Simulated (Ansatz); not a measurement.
## Preparing Al5AgS8 (F-43m) as a host crystal

Aim: the runs on the perfect crystal Al5AgS8 (F-43m) that a defect calculation needs first.

Calculated with Ansatz 0.2.0; plane-wave PAW DFT, PBEsol; relaxation of the defect-free supercell from random displacements, a test of the host's stability.

### 1. Set-up

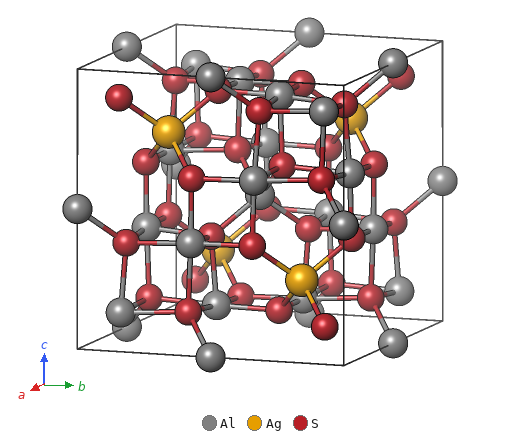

The starting structure, seen slightly off an axis (aluminium grey, silver orange, sulfur red). Some periodic images of atoms are drawn too.

The cell holds 56 atoms: 20 Al, 4 Ag and 32 S. Its edges and angles: a = 10.073 Å, b = 10.073 Å, c = 10.073 Å, α = 90.0°, β = 90.0°, γ = 90.0°.

### 2. Defect free supercell relaxed from displaced atoms

The input displaces the atoms at random before the relaxation, so that it can leave a symmetric saddle if there is one.

pristine.rattled/input.yaml

```yaml
crystal:
  lattice:
    - [10.0726001187, 0.0, 0.0]
    - [0.0, 0.0, -10.0726001187]
    - [0.0, 10.0726001187, 0.0]
  atoms:
    - { symbol: Al, position: [0.11855736, 0.38144264, 0.61855736] }
    - { symbol: Al, position: [0.11855736, 0.88144264, 0.11855736] }
    - { symbol: Al, position: [0.61855736, 0.38144264, 0.11855736] }
    - { symbol: Al, position: [0.61855736, 0.88144264, 0.61855736] }
    - { symbol: Al, position: [0.38144264, 0.38144264, 0.88144264] }
    - { symbol: Al, position: [0.38144264, 0.88144264, 0.38144264] }
    - { symbol: Al, position: [0.88144264, 0.38144264, 0.38144264] }
    - { symbol: Al, position: [0.88144264, 0.88144264, 0.88144264] }
    - { symbol: Al, position: [0.38144264, 0.11855736, 0.61855736] }
    - { symbol: Al, position: [0.38144264, 0.61855736, 0.11855736] }
    - { symbol: Al, position: [0.88144264, 0.11855736, 0.11855736] }
    - { symbol: Al, position: [0.88144264, 0.61855736, 0.61855736] }
    - { symbol: Al, position: [0.11855736, 0.11855736, 0.88144264] }
    - { symbol: Al, position: [0.11855736, 0.61855736, 0.38144264] }
    - { symbol: Al, position: [0.61855736, 0.11855736, 0.38144264] }
    - { symbol: Al, position: [0.61855736, 0.61855736, 0.88144264] }
    - { symbol: Al, position: [0.0, 0.0, 0.5] }
    - { symbol: Al, position: [0.0, 0.5, 0.0] }
    - { symbol: Al, position: [0.5, 0.0, 0.0] }
    - { symbol: Al, position: [0.5, 0.5, 0.5] }
    - { symbol: Ag, position: [0.25, 0.25, 0.25] }
    - { symbol: Ag, position: [0.25, 0.75, 0.75] }
    - { symbol: Ag, position: [0.75, 0.25, 0.75] }
    - { symbol: Ag, position: [0.75, 0.75, 0.25] }
    - { symbol: S, position: [0.3861467308, 0.1138532692, 0.3861467308] }
    - { symbol: S, position: [0.3861467308, 0.6138532692, 0.8861467308] }
    - { symbol: S, position: [0.8861467308, 0.1138532692, 0.8861467308] }
    - { symbol: S, position: [0.8861467308, 0.6138532692, 0.3861467308] }
    - { symbol: S, position: [0.1138532692, 0.1138532692, 0.1138532692] }
    - { symbol: S, position: [0.1138532692, 0.6138532692, 0.6138532692] }
    - { symbol: S, position: [0.6138532692, 0.1138532692, 0.6138532692] }
    - { symbol: S, position: [0.6138532692, 0.6138532692, 0.1138532692] }
    - { symbol: S, position: [0.1138532692, 0.3861467308, 0.3861467308] }
    - { symbol: S, position: [0.1138532692, 0.8861467308, 0.8861467308] }
    - { symbol: S, position: [0.6138532692, 0.3861467308, 0.8861467308] }
    - { symbol: S, position: [0.6138532692, 0.8861467308, 0.3861467308] }
    - { symbol: S, position: [0.3861467308, 0.3861467308, 0.1138532692] }
    - { symbol: S, position: [0.3861467308, 0.8861467308, 0.6138532692] }
    - { symbol: S, position: [0.8861467308, 0.3861467308, 0.6138532692] }
    - { symbol: S, position: [0.8861467308, 0.8861467308, 0.1138532692] }
    - { symbol: S, position: [0.3663401085, 0.1336598915, 0.8663401085] }
    - { symbol: S, position: [0.3663401085, 0.6336598915, 0.3663401085] }
    - { symbol: S, position: [0.8663401085, 0.1336598915, 0.3663401085] }
    - { symbol: S, position: [0.8663401085, 0.6336598915, 0.8663401085] }
    - { symbol: S, position: [0.1336598915, 0.1336598915, 0.6336598915] }
    - { symbol: S, position: [0.1336598915, 0.6336598915, 0.1336598915] }
    - { symbol: S, position: [0.6336598915, 0.1336598915, 0.1336598915] }
    - { symbol: S, position: [0.6336598915, 0.6336598915, 0.6336598915] }
    - { symbol: S, position: [0.1336598915, 0.3663401085, 0.8663401085] }
    - { symbol: S, position: [0.1336598915, 0.8663401085, 0.3663401085] }
    - { symbol: S, position: [0.6336598915, 0.3663401085, 0.3663401085] }
    - { symbol: S, position: [0.6336598915, 0.8663401085, 0.8663401085] }
    - { symbol: S, position: [0.3663401085, 0.3663401085, 0.6336598915] }
    - { symbol: S, position: [0.3663401085, 0.8663401085, 0.1336598915] }
    - { symbol: S, position: [0.8663401085, 0.3663401085, 0.1336598915] }
    - { symbol: S, position: [0.8663401085, 0.8663401085, 0.6336598915] }
basis:
  ecutwfc: 420
  xc_grid: 2
hamiltonian:
  xc: pbesol
kpoints:
  mp_grid: { grid: [1, 1, 1], shift: [0.25, 0.25, 0.25] }
scf:
  occupations: { method: fermi_dirac, width: 0.01 }
  max_iter: 80
output:
  forces: true
relax:
  f_tol: 0.01
  max_steps: 120
  random_displacement: { amplitude: 0.08, seed: 714 }
checkpoint:
  write: "../pristine.rattled.run"
  compress: false
  write_wavefunctions: false
  write_every: 100000
```

Launch:

```sh
> ansatz run input.yaml --threads 4 --pin off --max-ram 7536MiB --backend cpu --events-out ev --progress --plain --runs-dir out
```

Numbers of over 12 decimals in the logs are rounded to 6 here.

Output:

```text
[... repeated set-up lines and file paths are left out, and long positions are rounded to six places ...]
Engine: ansatz 0.2.0, x86_64-unknown-linux-gnu
Pseudopotentials: kind: paw
Pseudopotential: Al, paw, valence charge 3, recommended cutoff 420 eV (normal), Al.paw.azcp
Pseudopotential: Ag, paw, valence charge 19, recommended cutoff 420 eV (normal), Ag.paw.azcp
Pseudopotential: S, paw, valence charge 6, recommended cutoff 420 eV (normal), S.paw.azcp
Functional definition: PBEsol
  exchange = pbesol_x
  correlation = pbesol_c
Crystal: 56 atoms, lattice volume = 1021.939 Å³
Basis set: ecut = 420 eV, 20005 PW (Γ), exchange–correlation on 144×144×144 points (8 copies of the dense FFT grid, shifted against one another)
Bands: 220, of which v1, the nominal top of the filled ones, is band 164 counted from 1 (163 counted from 0)
Symmetry: 1 space group operations
k-points: 1
Non-local potential: Al, projectors of the file, l = 0: 2, l = 1: 2, l = 2: 1
Non-local potential: Ag, projectors of the file, l = 0: 3, l = 1: 2, l = 2: 2, l = 3: 1
Non-local potential: S, projectors of the file, l = 0: 2, l = 1: 2, l = 2: 2
PAW form: soft (Blöchl's): semilocal exchange-correlation on the pseudo side does not see the compensation charge
PAW frozen core: Al, regenerated for the run's functional, and the local potential with it (the file was generated under x = pbe(κ = 0.804, μ = 0.219515), c = pbe(β = 0.066725))
PAW frozen core: Ag, regenerated for the run's functional, and the local potential with it (the file was generated under x = pbe(κ = 0.804, μ = 0.219515), c = pbe(β = 0.066725))
PAW frozen core: S, regenerated for the run's functional, and the local potential with it (the file was generated under x = pbe(κ = 0.804, μ = 0.219515), c = pbe(β = 0.066725))
PAW one-centre angular grid: Al, 110 points (default); XC on 64 Gauss nodes
PAW one-centre angular grid: Ag, 590 points (default); XC on 64 Gauss nodes
PAW one-centre angular grid: S, 110 points (default); XC on 64 Gauss nodes
Initial density: superposition of atomic densities (neutral atoms: chi_scale 0, normalization atom), corrected by the library's trained network
Initial wavefunctions: pseudopotential atomic-orbital guess
Functional: x = pbesol(κ = 0.804, μ = 0.123457), c = pbesol(β = 0.046)
SCF iter   1: F=—  HF=-68951.047348 eV  |F-HF|=—  |Δ(HF+E_count)|=         —  Δρ=5.38e-3  dr2=3.65e-1  ethr=1.77e-3  ⟨swp⟩=6.0  Hψ=927  notcnv=0  defer=45
preconditioner: auto → Resta (q_TF=auto, 2.258 Å⁻¹)  ε∞=5.1  [insulator: Δε(μ)=1.634 eV  Ē_g=9.845 eV  σ=0.010 eV  W_gap=1.00  n_scr=202 (ndim 8)  ℏωp=20.0 eV  f_vac=0.000  D(μ)=0.00/eV (n_scr^D=0)  ε∞_Penn≈5.1]
SCF iter   2: F=—  HF=-68950.957685 eV  |F-HF|=—  |Δ(HF+E_count)|=   8.97e-2  Δρ=2.10e-3  dr2=6.14e-2  ethr=1.11e-4  ⟨swp⟩=2.0  Hψ=345  notcnv=0  defer=49
SCF iter   3: F=—  HF=-68950.947266 eV  |F-HF|=—  |Δ(HF+E_count)|=   1.04e-2  Δρ=9.69e-4  dr2=1.21e-2  ethr=1.87e-5  ⟨swp⟩=2.0  Hψ=278  notcnv=0  defer=49
SCF iter   4: F=—  HF=-68950.945573 eV  |F-HF|=—  |Δ(HF+E_count)|=   1.69e-3  Δρ=2.89e-4  dr2=1.43e-3  ethr=3.68e-6  ⟨swp⟩=2.0  Hψ=275  notcnv=0  defer=49
SCF iter   5: F=—  HF=-68950.945976 eV  |F-HF|=—  |Δ(HF+E_count)|=   4.02e-4  Δρ=6.03e-5  dr2=4.19e-5  ethr=4.35e-7  ⟨swp⟩=2.0  Hψ=287  notcnv=0  defer=49
SCF iter   6: F=—  HF=-68950.946007 eV  |F-HF|=—  |Δ(HF+E_count)|=   3.19e-5  Δρ=1.56e-5  dr2=3.52e-6  ethr=1.28e-8  ⟨swp⟩=2.0  Hψ=319  notcnv=0  defer=49
SCF iter   7: F=-68950.946009 eV  HF=-68950.946009 eV  |F-HF|=2.55e-7  |Δ(HF+E_count)|=   1.43e-6  Δρ=7.71e-6  dr2=6.55e-7  ethr=7.62e-10  ⟨swp⟩=4.0  Hψ=635  notcnv=0
SCF 1 converged in 7 iterations: F = -68950.946009 eV  dr2 = 6.55e-7
  greatest PAW one-centre occupation: 1.001 electrons in one spin orbital (limit 2), on the Ag atom at site 23 (counted from 0), in its partial waves of l = 0
relax step   1: F+E_penalty+E_count = -68950.94600862 eV  Δ(F+E_penalty+E_count) = +0.000e0 eV  max|allowed force component| = 1.235e0 eV/Å  Δτ_max = 0.0000 Å  (7 SCF iters, dr2 threshold 2.50e-6 eV, accepted)
[... the SCF cycles and remarks between the steps are left out from here to the last step ...]
relax step   2: F+E_penalty+E_count = -68952.22454259 eV  Δ(F+E_penalty+E_count) = -1.279e0 eV  max|allowed force component| = 5.189e-1 eV/Å  Δτ_max = 0.1202 Å  (6 SCF iters, dr2 threshold 9.53e-5 eV, accepted)
relax step   3: F+E_penalty+E_count = -68952.65043083 eV  Δ(F+E_penalty+E_count) = -4.259e-1 eV  max|allowed force component| = 5.318e-2 eV/Å  Δτ_max = 0.1075 Å  (6 SCF iters, dr2 threshold 1.68e-5 eV, accepted)
relax step   4: F+E_penalty+E_count = -68952.64657269 eV  Δ(F+E_penalty+E_count) = +3.858e-3 eV  max|allowed force component| = 6.277e-2 eV/Å  Δτ_max = 0.0324 Å  (7 SCF iters, dr2 threshold 1.77e-7 eV, rejected (line search))
relax step   5: F+E_penalty+E_count = -68952.65317959 eV  Δ(F+E_penalty+E_count) = -2.749e-3 eV  max|allowed force component| = 1.568e-2 eV/Å  Δτ_max = 0.0158 Å  (7 SCF iters, accepted)
SCF iter   1: F=—  HF=-68952.653526 eV  |F-HF|=—  |Δ(HF+E_count)|=         —  Δρ=1.78e-4  dr2=2.45e-4  ethr=9.34e-7  ⟨swp⟩=3.0  Hψ=430  notcnv=0  defer=49
SCF iter   2: F=—  HF=-68952.653496 eV  |F-HF|=—  |Δ(HF+E_count)|=   2.96e-5  Δρ=8.89e-5  dr2=5.92e-5  ethr=7.48e-8  ⟨swp⟩=2.0  Hψ=327  notcnv=0  defer=49
SCF iter   3: F=—  HF=-68952.653498 eV  |F-HF|=—  |Δ(HF+E_count)|=   2.05e-6  Δρ=1.87e-5  dr2=3.86e-6  ethr=1.80e-8  ⟨swp⟩=2.0  Hψ=331  notcnv=0  defer=49
SCF iter   4: F=—  HF=-68952.653498 eV  |F-HF|=—  |Δ(HF+E_count)|=   2.91e-7  Δρ=1.19e-5  dr2=1.52e-6  ethr=1.18e-9  ⟨swp⟩=2.0  Hψ=335  notcnv=0  defer=49
SCF iter   5: F=-68952.653497 eV  HF=-68952.653497 eV  |F-HF|=7.07e-9  |Δ(HF+E_count)|=   3.24e-7  Δρ=2.33e-6  dr2=7.55e-8  ethr=3.05e-11  ⟨swp⟩=3.0  Hψ=733  notcnv=0
SCF 6 converged in 5 iterations: F = -68952.653497 eV  dr2 = 7.55e-8
relax step   6: F+E_penalty+E_count = -68952.65349745 eV  Δ(F+E_penalty+E_count) = -3.179e-4 eV  max|allowed force component| = 8.271e-3 eV/Å  Δτ_max = 0.0066 Å  (5 SCF iters, accepted)
SCF converged after 5 iterations
Free energy (F): -68952.653497 eV
Harris-Foulkes:  -68952.653497 eV  (|F-HF|=7.07e-9)
Internal energy: -68952.653497 eV  (E = F + TS)
E sigma→0 (E₀):  -68952.653497 eV
Fermi energy:    7.783050 eV
--- Per-component energies (eV) ---
  E_band       = -1345.361038
  E_kinetic    = 6056.751939
  E_local      = -20370.154016  (includes V_loc(G=0)·N_el)
  E_nonlocal   = 1430.868717
  E_hartree    = 8883.655528
  E_xc         = -4627.543317
  E_vxc        = -4356.685108  (∫ρ·V_xc dr)
  E_paw        = -43124.311194  (= ΣΔE_a)
  E_vpaw       = -1873.461779  (= ΣTr[D̂ρ^β])
  E_aug_tail   = 0.001162  (compensation charges beyond the density's cutoff)
  E_ewald      = -17205.578432
  E_core_change = 3.656114  (= ΣΔE_core)
  E_smearing   = -0.000000  (= −TS)
  E_closure    = -0.000000  (closes the sum)
  Σ components = -68952.653497   (vs F -68952.653497, Δ=0.00e0)
--- Forces (eV/Å), atoms counted from 1 ---
  atom   1  Al    -0.00088368    -0.00066599    -0.00089255
  atom   2  Al     0.00285722    -0.00520806     0.00086434
  atom   3  Al     0.00603213    -0.00546236     0.00198594
  atom   4  Al     0.00078182    -0.00043516     0.00224272
  atom   5  Al     0.00486999     0.00441025    -0.00428618
  atom   6  Al     0.00433959     0.00452637    -0.00531236
  atom   7  Al     0.00415910     0.00118297     0.00023915
  atom   8  Al     0.00175772     0.00551806    -0.00234688
  atom   9  Al     0.00160021     0.00227728     0.00118104
  atom  10  Al    -0.00326872    -0.00477486     0.00458375
  atom  11  Al    -0.00426615     0.00195020     0.00827011
  atom  12  Al    -0.00053140    -0.00197081     0.00066469
  atom  13  Al    -0.00110817     0.00358792    -0.00386714
  atom  14  Al     0.00364566     0.00375308     0.00024584
  atom  15  Al    -0.00156924     0.00341991    -0.00210051
  atom  16  Al     0.00200954    -0.00100413    -0.00043940
  atom  17  Al     0.00148554     0.00019215     0.00174103
  atom  18  Al    -0.00352518    -0.00087249     0.00525743
  atom  19  Al    -0.00364468    -0.00202685     0.00405338
  atom  20  Al    -0.00250001    -0.00369281     0.00555039
  atom  21  Ag     0.00292815    -0.00014562    -0.00069022
  atom  22  Ag     0.00147189     0.00070946    -0.00304077
  atom  23  Ag     0.00285300     0.00120975     0.00031383
  atom  24  Ag     0.00134439     0.00364034     0.00104561
  atom  25  S     -0.00099101    -0.00079523     0.00305240
  atom  26  S      0.00167508     0.00279375     0.00531998
  atom  27  S      0.00042867     0.00021481     0.00280145
  atom  28  S      0.00076818     0.00105624     0.00195035
  atom  29  S     -0.00148844    -0.00040094    -0.00222258
  atom  30  S     -0.00177546    -0.00156631     0.00202315
  atom  31  S     -0.00013095    -0.00074096    -0.00143483
  atom  32  S     -0.00337377     0.00108668    -0.00057340
  atom  33  S     -0.00603443     0.00200256    -0.00195494
  atom  34  S     -0.00267038     0.00044782    -0.00237562
  atom  35  S     -0.00626762     0.00410890    -0.00278768
  atom  36  S     -0.00360703    -0.00153670    -0.00093069
  atom  37  S      0.00129289    -0.00289844    -0.00140917
  atom  38  S     -0.00006616    -0.00203329    -0.00098356
  atom  39  S      0.00078991    -0.00359596    -0.00225942
  atom  40  S      0.00290047    -0.00485099    -0.00196851
  atom  41  S      0.00036270    -0.00104442     0.00240132
  atom  42  S     -0.00389588    -0.00032526    -0.00246693
  atom  43  S     -0.00165920    -0.00275454    -0.00134132
  atom  44  S     -0.00110092    -0.00144784    -0.00421001
  atom  45  S     -0.00311239    -0.00209211     0.00197904
  atom  46  S      0.00455063     0.00079459    -0.00349306
  atom  47  S      0.00271848     0.00101583    -0.00149578
  atom  48  S      0.00169605     0.00263619    -0.00310879
  atom  49  S     -0.00208728     0.00118674     0.00103323
  atom  50  S      0.00251153    -0.00242001     0.00165729
  atom  51  S     -0.00107392     0.00095391    -0.00122245
  atom  52  S      0.00226519    -0.00154669     0.00131817
  atom  53  S     -0.00013988     0.00037349     0.00022542
  atom  54  S     -0.00099634     0.00197502     0.00021318
  atom  55  S     -0.00064532     0.00021192    -0.00408598
  atom  56  S     -0.00163936    -0.00088857     0.00102663
  max |Σ_I F_I| component: 5.99e-5 eV/Å
--- Relaxed structure (6 steps of the walk, 5 accepted, 0 SCFs on fresh bases) ---
  F+E_penalty+E_count = -68952.65349745 eV   max|allowed force component| = 8.271e-3 eV/Å
  atoms:
    - { symbol: Al, position: [0.118777, 0.381593, 0.619076] }
    - { symbol: Al, position: [0.118603, 0.881561, 0.119199] }
    - { symbol: Al, position: [0.618551, 0.381549, 0.119197] }
    - { symbol: Al, position: [0.618696, 0.881578, 0.619140] }
    - { symbol: Al, position: [0.381825, 0.382092, 0.882199] }
    - { symbol: Al, position: [0.381873, 0.881996, 0.382166] }
    - { symbol: Al, position: [0.881835, 0.382106, 0.382257] }
    - { symbol: Al, position: [0.881878, 0.882106, 0.882168] }
    - { symbol: Al, position: [0.381392, 0.118960, 0.618959] }
    - { symbol: Al, position: [0.381482, 0.619069, 0.119152] }
    - { symbol: Al, position: [0.881546, 0.119222, 0.118932] }
    - { symbol: Al, position: [0.881406, 0.618932, 0.619123] }
    - { symbol: Al, position: [0.118855, 0.118767, 0.881566] }
    - { symbol: Al, position: [0.118608, 0.618910, 0.381593] }
    - { symbol: Al, position: [0.618833, 0.118793, 0.381602] }
    - { symbol: Al, position: [0.618709, 0.618858, 0.881702] }
    - { symbol: Al, position: [0.000165, 0.000448, 0.500558] }
    - { symbol: Al, position: [0.000267, 0.500418, 0.000513] }
    - { symbol: Al, position: [0.500244, 0.000477, 0.000551] }
    - { symbol: Al, position: [0.500266, 0.500460, 0.500567] }
    - { symbol: Ag, position: [0.248541, 0.248745, 0.248968] }
    - { symbol: Ag, position: [0.248581, 0.748714, 0.748884] }
    - { symbol: Ag, position: [0.748483, 0.248793, 0.748880] }
    - { symbol: Ag, position: [0.748618, 0.748874, 0.248788] }
    - { symbol: S, position: [0.386263, 0.114704, 0.386441] }
    - { symbol: S, position: [0.386189, 0.614791, 0.886547] }
    - { symbol: S, position: [0.886285, 0.114799, 0.886392] }
    - { symbol: S, position: [0.886093, 0.614763, 0.386521] }
    - { symbol: S, position: [0.113346, 0.113385, 0.113452] }
    - { symbol: S, position: [0.113236, 0.613439, 0.613472] }
    - { symbol: S, position: [0.613233, 0.113384, 0.613487] }
    - { symbol: S, position: [0.613311, 0.613379, 0.113533] }
    - { symbol: S, position: [0.114541, 0.386363, 0.386518] }
    - { symbol: S, position: [0.114549, 0.886241, 0.886581] }
    - { symbol: S, position: [0.614523, 0.386311, 0.886571] }
    - { symbol: S, position: [0.614576, 0.886277, 0.386581] }
    - { symbol: S, position: [0.386064, 0.386465, 0.114914] }
    - { symbol: S, position: [0.386154, 0.886383, 0.614861] }
    - { symbol: S, position: [0.886205, 0.386374, 0.614928] }
    - { symbol: S, position: [0.886098, 0.886583, 0.114866] }
    - { symbol: S, position: [0.366653, 0.134123, 0.866920] }
    - { symbol: S, position: [0.366648, 0.634069, 0.366940] }
    - { symbol: S, position: [0.866668, 0.134107, 0.366949] }
    - { symbol: S, position: [0.866613, 0.634040, 0.866970] }
    - { symbol: S, position: [0.134027, 0.134151, 0.634247] }
    - { symbol: S, position: [0.133872, 0.634133, 0.134299] }
    - { symbol: S, position: [0.633954, 0.134154, 0.134252] }
    - { symbol: S, position: [0.633954, 0.634108, 0.634295] }
    - { symbol: S, position: [0.133947, 0.366826, 0.866909] }
    - { symbol: S, position: [0.133832, 0.866825, 0.366984] }
    - { symbol: S, position: [0.633903, 0.366778, 0.366960] }
    - { symbol: S, position: [0.633870, 0.866821, 0.866977] }
    - { symbol: S, position: [0.366652, 0.366839, 0.634191] }
    - { symbol: S, position: [0.366619, 0.866827, 0.134209] }
    - { symbol: S, position: [0.866636, 0.366797, 0.134212] }
    - { symbol: S, position: [0.866634, 0.866826, 0.634264] }
```

Elapsed: 21 s, on 4 threads of Intel Xeon 6975P-C (Granite Rapids), shared host; peak memory 1.6 GiB.

Step by step:

| step | energy less that of the first step (eV) | largest force component (eV/Å) |
| --- | --- | --- |
| 1 | 0.0000 | 1.2346 |
| 2 | -1.2785 | 0.5189 |
| 3 | -1.7044 | 0.0532 |
| 4 | -1.7006 | 0.0628 |
| 5 | -1.7072 | 0.0157 |
| 6 | -1.7075 | 0.0083 |

Relaxation step 4 was tried and not accepted.

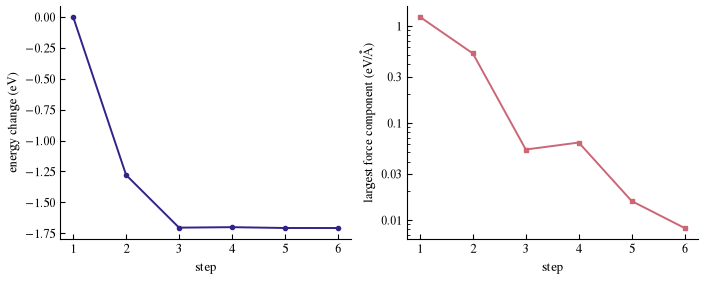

Energy and largest force along the relaxation.

The atoms that moved most (Å, from the sites as typed, ahead of the random displacement, the mean shift of all atoms taken out):

| atom | dx | dy | dz | length |
| --- | --- | --- | --- | --- |
| Ag23 | -0.016 | -0.015 | 0.015 | 0.026 |
| Ag22 | -0.015 | -0.015 | 0.015 | 0.026 |
| Ag21 | -0.015 | -0.014 | 0.015 | 0.026 |
| Ag24 | -0.014 | -0.016 | 0.014 | 0.026 |
| S31 | -0.007 | -0.007 | 0.007 | 0.012 |
| S30 | -0.007 | -0.008 | 0.007 | 0.012 |
| S29 | -0.006 | -0.008 | 0.007 | 0.012 |
| S32 | -0.006 | -0.007 | 0.007 | 0.012 |

The relaxation ends 30 meV an atom lower than the displaced start, with a largest force component of 0.0083 eV/Å.

### 3. Results

```yaml
symmetric_supercell_less_the_displaced_and_relaxed_one: 0.000 eV
```

What this shows: The energy fell by 1.707 eV from the randomly displaced start; against the sites as typed, Ag23 ends farthest off, by 0.03 Å, once the mean shift is taken out. The displaced cell ends within 0.01 eV of the symmetric one, so no lower structure shows in this supercell. All at zero temperature.

[Logs are printed without paths, hosts, clocks, repeated set-up lines and the standing remarks that a program may print on its own settings, such as how far it seeks lower states.]

[Hosts, paths, dates, database ids (printed as entryN), source tags and the programs' standing remarks are cut or masked in the printed files.]

[Runs of the host that timed out are not shown.]

[For some hosts the program warned that the k-mesh of the response run may be too coarse for force constants and the static dielectric constant; such warnings are not always shown.]
